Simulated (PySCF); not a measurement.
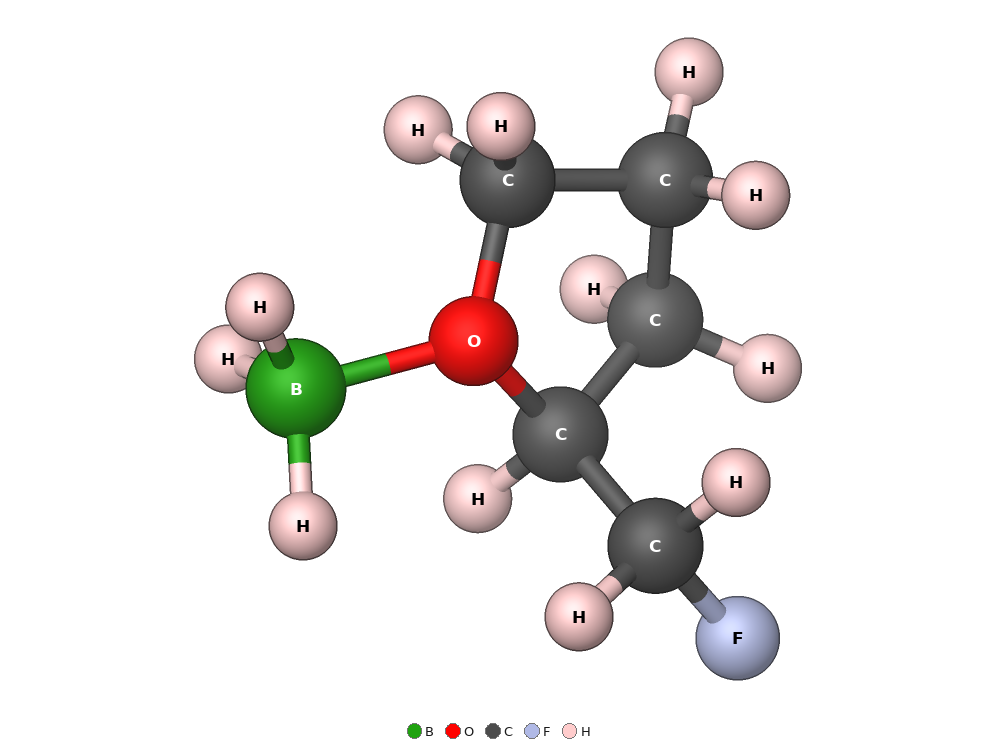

The picture shows a molecular structure as a ball-and-stick model. Every bond is drawn as one stick, whatever its order.

Question: Count the atoms of each element.

Answer: C₅H₁₂BFO, 20 atoms: 5 carbon, 12 hydrogen, 1 boron, 1 fluorine and 1 oxygen.

Question: Write the SMILES.

Answer: [BH3-][O+]1CCC[C@H]1CF

The parts below concern this one geometry. Atoms keep their numbers from picture to picture. The geometry was computed by an optimisation with PBE0-D3(BJ)/def2-SVP. No frequency run is at hand to confirm it as a minimum.

Symmetry

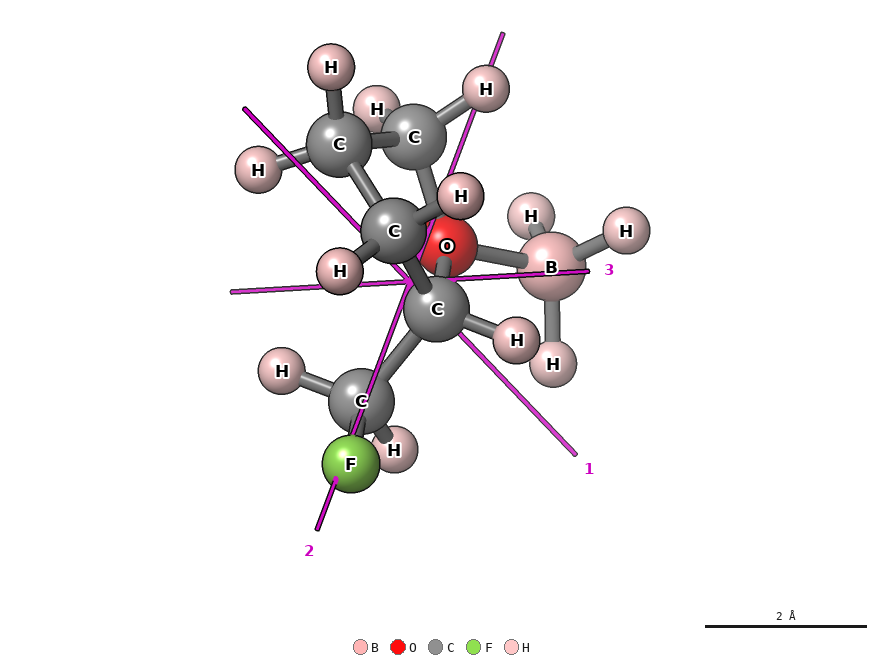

The three principal axes of inertia are drawn and numbered. Atoms fade into the background with distance from the viewer. No frequency run is at hand to confirm it as a minimum. Masses are those of the most abundant isotopes; constants are for the rigid equilibrium geometry.

Question: Which line is the a axis (least moment of inertia), which b and which c?

Answer: a is line 2, b is line 1, c is line 3; the moments are 180, 306, 428 u Å².

Question: What kind of rotor is it, and what are its rotational constants in MHz?

Answer: An asymmetric top (C1): A = 2814, B = 1650, C = 1182 MHz. Ray's parameter κ is −0.43, nearer the prolate limit.

Electronic properties

No frequency run is at hand to confirm it as a minimum. Level of theory: B3LYP/def2-SVPD in acetonitrile (IEF-PCM) (PySCF 2.14.0). Excitations: vertical, linear response.

Question: What is the mean static polarisability?

Answer: 108.2 bohr³.

Question: What is the HOMO energy (Kohn–Sham orbital)?

Answer: −7.82 eV.

Question: Give the dipole moment at this level.

Answer: 6.12 D.

Question: Give the HOMO–LUMO gap at this level.

Answer: 8.26 eV.

Ring current

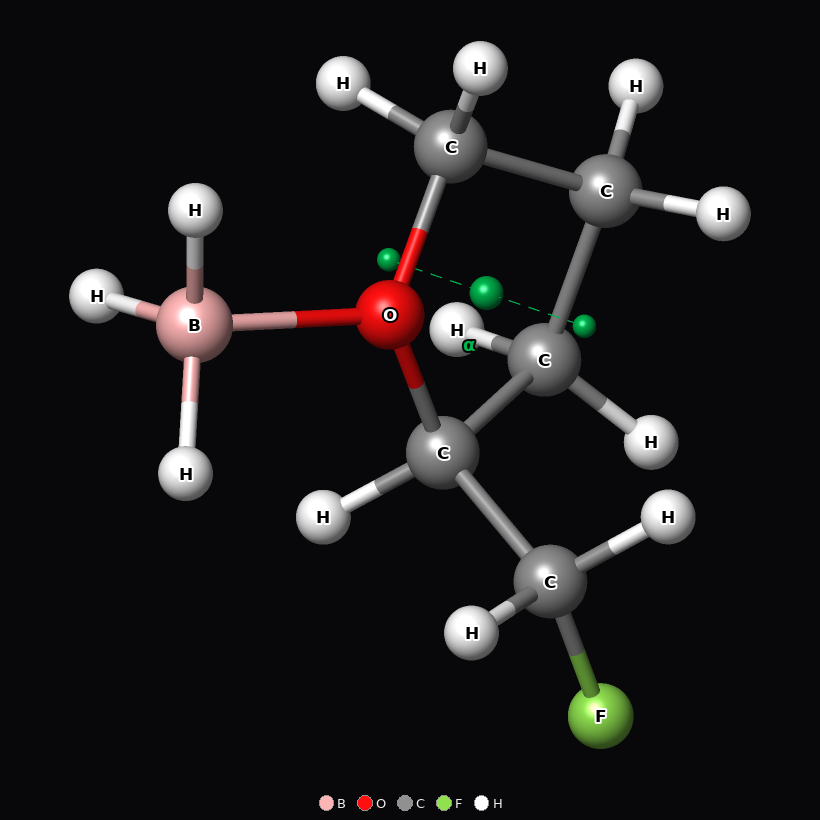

The small points mark where nucleus-independent chemical shifts (NICS) were computed: at the centre of each lettered ring and 1 Å above and below it. No frequency run is at hand to confirm it as a minimum. Properties computed with GIAO PBE0/pcSseg-1 NMR shielding, non-relativistic, IEF-PCM dimethylsulfoxide (PySCF 2.14.0).

Give NICS(0), NICS(1) and the out-of-plane component NICS(1)zz for each ring (means of the two sides).

| ring | members | NICS(0) | NICS(1) | NICS(1)zz |
| --- | --- | --- | --- | --- |
| α | C4O | −9.1 | −4.0 | −5.2 |

Values in ppm.

Question: What do the values say about the ring currents?

Answer: Ring α: weak, as in a non-aromatic ring. NICS is one index among several.

Quadrupole coupling

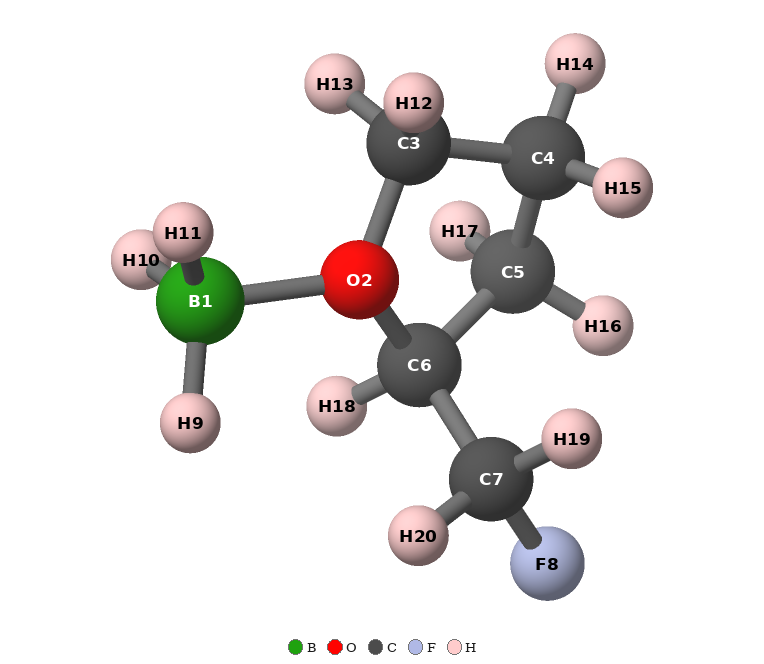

No frequency run is at hand to confirm it as a minimum. Electric field gradients from the ground-state density, PBE0/pcSseg-1 in acetonitrile (IEF-PCM) (PySCF 2.14.0), non-relativistic apart from any core potentials.

Give the largest field-gradient component, the quadrupole coupling constant and the asymmetry for 11B at B1 (Q = 40.59 mb), 17O at O2 (Q = −25.6 mb).

```json
{"atom": "B1", "V_zz (a.u.)": "0.339", "e²qQ/h (MHz)": "3.23", "η": "0.03"}
{"atom": "O2", "V_zz (a.u.)": "−2.045", "e²qQ/h (MHz)": "12.30", "η": "0.54"}
```
